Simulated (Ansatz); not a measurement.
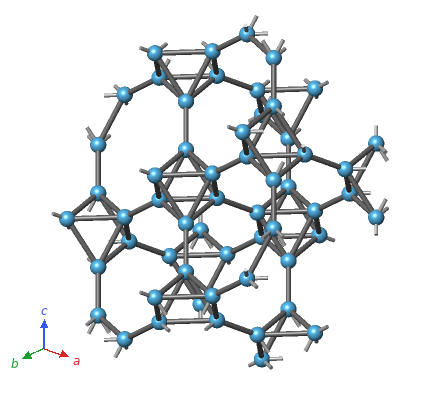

A cut-out of a periodic net derived from a crystal structure. Nodes are coloured by topological kind. Edges to nodes outside the piece are drawn as stubs.

Describe the net.

Answer. A uninodal 5-connected, three-periodic net.

Give point symbol and coordination sequence.

Answer. 3⁴·4²·8⁴, sequence 5, 9, 22, 37, 57.

The net was derived as follows. The compound is NbAl6 (space group Pm-3m, No. 221), taken as the geometry relaxed with Ansatz, DFT PBE, scalar-relativistic, plane waves, PAW; the starting structure was generated, so it need not be a known form of this composition. Bonds are taken as Al–Al below 3 Å. Atoms with one bond or none are removed and atoms with two bonds are replaced by edges, until no such atom is left. Al is a 5-connected node. Nb drops out.
